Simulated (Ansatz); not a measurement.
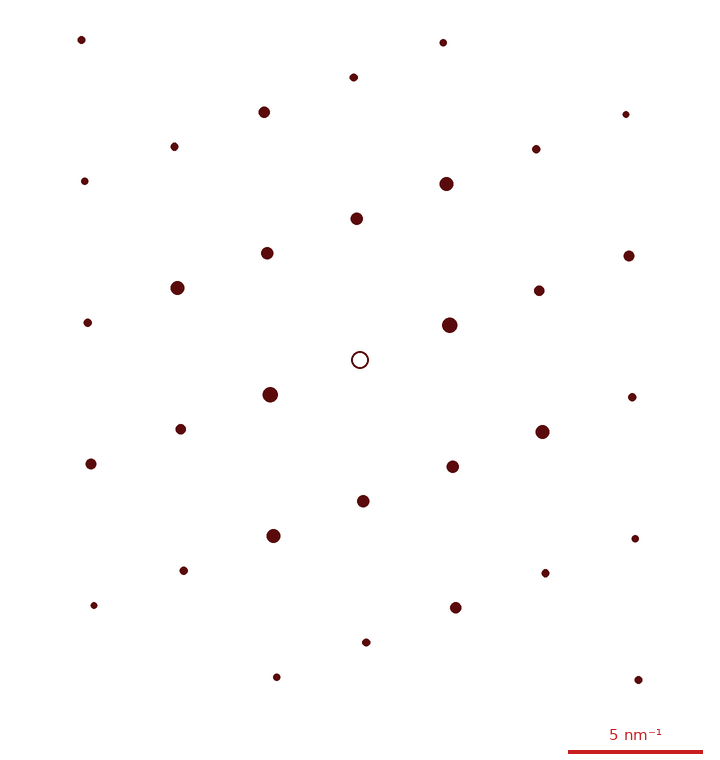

Computed electron diffraction pattern, 300 kV, single scattering only, B = 0.5 Å².

Phase: Mg, space group P6_3/mmc (No. 194), a = 3.203 Å, c = 5.149 Å (hexagonal axes). Structure: coordinates from a relaxation at fixed volume with Ansatz 0.2.0, DFT r2SCAN, scalar-relativistic, plane waves, PAW.

Question: Determine the zone axis from the geometry of the pattern.

Answer: The spots form a centred rectangular net whose two shortest vectors correspond to d = 2.77 Å and 1.89 Å, 70.1° apart. They index as 0 1 0 and 1 0 -2, so the zone axis is ±[201] (or an equivalent direction of <201>).

Question: List the strongest reflections.

Answer: Strongest reflections with d > 0.80 Å, one of each family (|F|² from tabulated Gaussian fits of the electron scattering factors, times a small damping for the curvature of the Ewald sphere):

| hkl | d (Å) | I (strongest = 100) |
| --- | --- | --- |
| 0 1 0 | 2.774 | 100 |
| 1 1 -2 | 1.360 | 69 |
| 1 0 -2 | 1.887 | 39 |
| 2 -1 -4 | 1.003 | 30 |
| 0 3 0 | 0.925 | 23 |
| 0 2 0 | 1.387 | 18 |
